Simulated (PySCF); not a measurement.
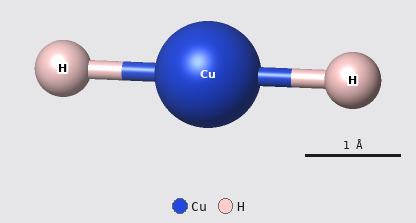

**Figure 1.** The input geometry (ball-and-stick view, seen at a tilt). Sticks mark near contacts.

Property calculation of CuH2 (charge −1)

- system: CuH2, charge −1, SMILES [H][Cu-][H]
- method: HF/ADZP, RHF (PySCF 2.14.0)

The geometry comes from this level: GFN2-xTB.

**What the program printed**
```
PySCF version 2.14.0

[INPUT] num. atoms = 3
[INPUT] num. electrons = 32
[INPUT] charge = -1
[INPUT] spin (= nelec alpha-beta = 2S) = 0
[INPUT] symmetry False subgroup None
[INPUT] Mole.unit = angstrom
[INPUT] Symbol           X                Y                Z      unit          X                Y                Z       unit  Magmom
[INPUT]  1 Cu     0.000160000000   0.000090000000   0.000010000000 AA    0.000302356180   0.000170075351   0.000018897261 Bohr   0.0
[INPUT]  2 H     -0.017570000000  -0.021680000000   1.552660000000 AA   -0.033202488009  -0.040969262381   2.934102164567 Bohr   0.0
[INPUT]  3 H      0.017410000000   0.021590000000  -1.552670000000 AA    0.032900131829   0.040799187029  -2.934121061828 Bohr   0.0

nuclear repulsion = 19.9346917895707
number of shells = 31
number of NR pGTOs = 121
number of NR cGTOs = 77
basis = adzp
ecp = {}

******** <class 'pyscf.scf.hf.RHF'> ********
method = RHF
initial guess = minao
damping factor = 0
level_shift factor = 0
DIIS = <class 'pyscf.scf.diis.CDIIS'>
diis_start_cycle = 1
diis_space = 8
diis_damp = 0
SCF conv_tol = 1e-09
SCF conv_tol_grad = None
SCF max_cycles = 50
direct_scf = True
direct_scf_tol = 1e-13
Set gradient conv threshold to 3.16228e-05
Initial guess from minao.
init E= -1636.99262651501
  HOMO = -0.243025164450388  LUMO = 0.0202408387918299  gap/eV = 7.16383
cycle= 1 E= -1639.88453727513  delta_E= -2.89  |g|= 1.28  |ddm|= 1.72
  HOMO = -0.119543284603956  LUMO = 0.115515771013388  gap/eV = 6.39628
cycle= 2 E= -1639.85119354298  delta_E= 0.0333  |g|= 1.29  |ddm|= 1.44
  HOMO = -0.108449610875625  LUMO = 0.11584472398128  gap/eV = 6.10336
cycle= 3 E= -1639.97997456028  delta_E= -0.129  |g|= 0.184  |ddm|= 0.784
  HOMO = -0.128317695354389  LUMO = 0.115573600308688  gap/eV = 6.63662
cycle= 4 E= -1639.9831690144  delta_E= -0.00319  |g|= 0.0153  |ddm|= 0.147
  HOMO = -0.131327449696539  LUMO = 0.115501382451024  gap/eV = 6.71655
cycle= 5 E= -1639.98331975794  delta_E= -0.000151  |g|= 0.00648  |ddm|= 0.0546
  HOMO = -0.132047387332798  LUMO = 0.11547000858753  gap/eV = 6.73529
cycle= 6 E= -1639.9833535901  delta_E= -3.38e-05  |g|= 0.00179  |ddm|= 0.0339
  HOMO = -0.131769924113467  LUMO = 0.115485737529818  gap/eV = 6.72817
cycle= 7 E= -1639.98335701753  delta_E= -3.43e-06  |g|= 0.000714  |ddm|= 0.011
  HOMO = -0.131799550873338  LUMO = 0.115491236834689  gap/eV = 6.72913
cycle= 8 E= -1639.98335716586  delta_E= -1.48e-07  |g|= 4.35e-05  |ddm|= 0.00301
  HOMO = -0.131797560084433  LUMO = 0.115492101463771  gap/eV = 6.72909
cycle= 9 E= -1639.98335716806  delta_E= -2.2e-09  |g|= 1.05e-05  |ddm|= 0.000648
  HOMO = -0.131796798471  LUMO = 0.115492327892322  gap/eV = 6.72908
cycle= 10 E= -1639.98335716818  delta_E= -1.23e-10  |g|= 2.92e-06  |ddm|= 0.000131
  HOMO = -0.13179749237132  LUMO = 0.115492310154424  gap/eV = 6.72910
```

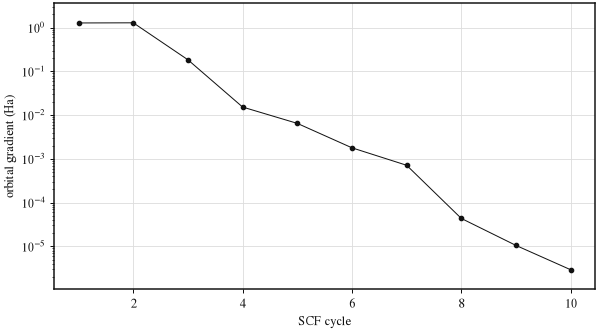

**Figure 2.** Convergence of the self-consistent field: orbital gradient against the SCF cycle. The residual falls almost steadily, with no more than small rises.

```
Extra cycle  E= -1639.98335716819  delta_E= -1.23e-11  |g|= 3.51e-06  |ddm|= 1.3e-05
converged SCF energy = -1639.98335716819
E(HF) = -1639.983357168
**** SCF Summaries ****
Total Energy =                       -1639.983357168190651
Nuclear Repulsion Energy =              19.934691789570653
One-electron Energy =                -2337.449898793978718
Two-electron Energy =                  677.531849836217361
Two-electron Coulomb Energy =          744.063049786599208
DFT Exchange-Correlation Energy =      -66.531199950381847
HOMO-LUMO gap [eV] =                     6.729098275337587
**** MO energy ****
MO #1   energy= -328.565237800926  occ= 2
MO #2   energy= -40.6172564151234  occ= 2
MO #3   energy= -35.4141263642251  occ= 2
MO #4   energy= -35.413927034588   occ= 2
MO #5   energy= -35.4139270344595  occ= 2
MO #6   energy= -4.79115635816282  occ= 2
MO #7   energy= -3.11564227959177  occ= 2
MO #8   energy= -3.11149286684369  occ= 2
MO #9   energy= -3.11149286674904  occ= 2
MO #10  energy= -0.289543250806066 occ= 2
MO #11  energy= -0.271690310294046 occ= 2
MO #12  energy= -0.271690306781853 occ= 2
MO #13  energy= -0.270337307980152 occ= 2
MO #14  energy= -0.270337307979509 occ= 2
MO #15  energy= -0.133470480448361 occ= 2
MO #16  energy= -0.13179749237132  occ= 2
MO #17  energy= 0.115492310154424  occ= 0
MO #18  energy= 0.197920525873928  occ= 0
MO #19  energy= 0.218221971681995  occ= 0
MO #20  energy= 0.277618540558685  occ= 0
MO #21  energy= 0.277618543632335  occ= 0
MO #22  energy= 0.332179784960699  occ= 0
MO #23  energy= 0.445084315611042  occ= 0
MO #24  energy= 0.445904428124003  occ= 0
MO #25  energy= 0.445904503450302  occ= 0
MO #26  energy= 0.452445481375414  occ= 0
MO #27  energy= 0.46085917115001   occ= 0
MO #28  energy= 0.460859171150175  occ= 0
MO #29  energy= 0.637709729871793  occ= 0
MO #30  energy= 0.638781738184879  occ= 0
MO #31  energy= 0.638781768443049  occ= 0
MO #32  energy= 0.719837372086911  occ= 0
MO #33  energy= 0.799591843996399  occ= 0
MO #34  energy= 0.799591846147338  occ= 0
MO #35  energy= 0.882216326799789  occ= 0
MO #36  energy= 0.963863447158956  occ= 0
MO #37  energy= 0.963863517003422  occ= 0
MO #38  energy= 1.20101543776353   occ= 0
MO #39  energy= 1.22709544104508   occ= 0
MO #40  energy= 1.41539130190335   occ= 0
MO #41  energy= 1.66643109829156   occ= 0
MO #42  energy= 1.66643109829168   occ= 0
MO #43  energy= 1.67451815302513   occ= 0
MO #44  energy= 1.67451818244681   occ= 0
MO #45  energy= 2.00373146077115   occ= 0
MO #46  energy= 2.17591006089239   occ= 0
MO #47  energy= 2.17591012338039   occ= 0
MO #48  energy= 2.40825215164047   occ= 0
MO #49  energy= 2.49623240478072   occ= 0
MO #50  energy= 2.49623247425797   occ= 0
MO #51  energy= 2.65908668879975   occ= 0
MO #52  energy= 2.65908668880029   occ= 0
MO #53  energy= 2.6633956770414    occ= 0
MO #54  energy= 2.66339567704211   occ= 0
MO #55  energy= 2.99398906441972   occ= 0
MO #56  energy= 2.99398961324523   occ= 0
MO #57  energy= 3.15047784890965   occ= 0
MO #58  energy= 3.74600275610351   occ= 0
MO #59  energy= 5.40044234544663   occ= 0
MO #60  energy= 5.40044240804494   occ= 0
MO #61  energy= 6.12496095020714   occ= 0
MO #62  energy= 8.42107164672968   occ= 0
MO #63  energy= 8.4210716467302    occ= 0
MO #64  energy= 8.42110142821573   occ= 0
MO #65  energy= 8.42110142821602   occ= 0
MO #66  energy= 8.49763393711434   occ= 0
MO #67  energy= 8.49763394281331   occ= 0
MO #68  energy= 8.64273501075979   occ= 0
MO #69  energy= 8.85443990750445   occ= 0
MO #70  energy= 26.7710719469755   occ= 0
MO #71  energy= 26.7710719995402   occ= 0
MO #72  energy= 27.3305121436274   occ= 0
MO #73  energy= 193.525194040062   occ= 0
MO #74  energy= 193.525194081749   occ= 0
MO #75  energy= 193.973302673329   occ= 0
MO #76  energy= 435.008678750165   occ= 0
MO #77  energy= 6514.03585703929   occ= 0
 ** Mulliken pop on meta-lowdin orthogonal AOs  **
 ** Mulliken pop  **
pop of  0 Cu 1s           1.99911
pop of  0 Cu 2s           1.99931
pop of  0 Cu 3s           1.99875
pop of  0 Cu 4s           0.97592
pop of  0 Cu 5s           0.00148
pop of  0 Cu 6s           0.00126
pop of  0 Cu 7s           0.00032
pop of  0 Cu 8s           0.00037
pop of  0 Cu 9s           0.00101
pop of  0 Cu 2px          1.99988
pop of  0 Cu 2py          1.99988
pop of  0 Cu 2pz          1.99988
pop of  0 Cu 3px          1.99968
pop of  0 Cu 3py          1.99968
pop of  0 Cu 3pz          1.99981
pop of  0 Cu 4px          0.00011
pop of  0 Cu 4py          0.00011
pop of  0 Cu 4pz          0.04362
pop of  0 Cu 5px          0.00019
pop of  0 Cu 5py          0.00019
pop of  0 Cu 5pz          0.00220
pop of  0 Cu 6px          0.00003
pop of  0 Cu 6py          0.00003
pop of  0 Cu 6pz          0.00632
pop of  0 Cu 7px          0.00000
pop of  0 Cu 7py          0.00000
pop of  0 Cu 7pz          0.00076
pop of  0 Cu 8px          0.00009
pop of  0 Cu 8py          0.00009
pop of  0 Cu 8pz          0.00041
pop of  0 Cu 3dxy         1.99982
pop of  0 Cu 3dyz         1.99924
pop of  0 Cu 3dz^2        1.87832
pop of  0 Cu 3dxz         1.99927
pop of  0 Cu 3dx2-y2      1.99982
pop of  0 Cu 4dxy         0.00017
pop of  0 Cu 4dyz         0.00033
pop of  0 Cu 4dz^2        0.00171
pop of  0 Cu 4dxz         0.00033
pop of  0 Cu 4dx2-y2      0.00017
pop of  0 Cu 5dxy         0.00000
pop of  0 Cu 5dyz         0.00007
pop of  0 Cu 5dz^2        0.00367
pop of  0 Cu 5dxz         0.00006
pop of  0 Cu 5dx2-y2      0.00000
pop of  0 Cu 4f-3         0.00000
pop of  0 Cu 4f-2         0.00000
pop of  0 Cu 4f-1         0.00000
pop of  0 Cu 4f+0         0.00023
pop of  0 Cu 4f+1         0.00000
pop of  0 Cu 4f+2         0.00000
pop of  0 Cu 4f+3         0.00000
pop of  0 Cu 5f-3         0.00000
pop of  0 Cu 5f-2         0.00000
pop of  0 Cu 5f-1         0.00000
pop of  0 Cu 5f+0         0.00165
pop of  0 Cu 5f+1         0.00000
pop of  0 Cu 5f+2         0.00000
pop of  0 Cu 5f+3         0.00000
pop of  1 H 1s            1.49536
pop of  1 H 2s            0.03634
pop of  1 H 3s            0.00603
pop of  1 H 2px           0.00015
pop of  1 H 2py           0.00015
pop of  1 H 2pz           0.00229
pop of  1 H 3px           0.00001
pop of  1 H 3py           0.00001
pop of  1 H 3pz           0.00196
pop of  2 H 1s            1.49536
pop of  2 H 2s            0.03634
pop of  2 H 3s            0.00603
pop of  2 H 2px           0.00015
pop of  2 H 2py           0.00015
pop of  2 H 2pz           0.00229
pop of  2 H 3px           0.00001
pop of  2 H 3py           0.00001
pop of  2 H 3pz           0.00196
 ** Mulliken atomic charges  **
charge of    0Cu =      0.08460
charge of    1H =     -0.54230
charge of    2H =     -0.54230

WARN: System has nonzero charge -1; the dipole moment is origin-dependent.
Location of origin: [0. 0. 0.]

Dipole moment(X, Y, Z, Debye):  0.00044,  0.00025,  0.00004
Traceless quadrupole moment (Debye*A):

IAO charges [ 0.1931 -0.5966 -0.5966]
```

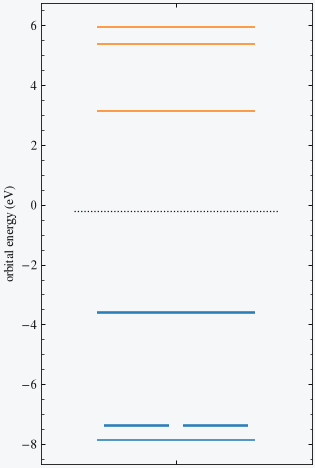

**Figure 3.** Orbital energies near the frontier; the dotted line parts filled from empty levels, and levels within 0.02 eV of each other stand side by side. Highest filled −3.59 eV, lowest empty 3.14 eV, 6.73 eV apart.

This output came from the following input.

**Input (run.py)**
```python
# [CuH2]-
import numpy
from pyscf import gto, scf, lo

mol = gto.M(
    atom='''
Cu     0.000160     0.000090     0.000010
H     -0.017570    -0.021680     1.552660
H      0.017410     0.021590    -1.552670
''',
    charge=-1,
    max_memory=1860,
    spin=0,
    verbose=4,
    basis='adzp',
)

mf = mol.RHF()
mf.kernel()

e_final = mf.e_tot
print('E(%s) = %.9f' % ('HF', e_final))
mf.analyze()
quad = mf.quad_moment()
occ = mf.mo_coeff[:, mf.mo_occ > 0]
iaos = lo.vec_lowdin(lo.iao.iao(mol, occ), mf.get_ovlp())
c = iaos.T @ mf.get_ovlp() @ occ
pop_iao, q_iao = scf.hf.mulliken_pop(lo.iao.reference_mol(mol), (c * mf.mo_occ[mf.mo_occ > 0]) @ c.T, numpy.eye(c.shape[0]), verbose=0)
print('IAO charges', numpy.round(q_iao, 4))
```

Run as:
```bash
OMP_NUM_THREADS=1 python run.py
```

**Results in brief**

| quantity | value |
| --- | --- |
| outcome | converged |
| total energy | −1639.983357 hartree |
| basis functions | 77 |
| HOMO | −3.59 eV |
| LUMO | 3.14 eV |
| hardware | 1 thread of Arm Neoverse V2, 24 GiB of memory available, shared host |
| wall time | 1 s |
| peak memory | 0.15 GiB |

**Notes**

The record of the run, not the program, notes: dipole of an ion depends on the origin.
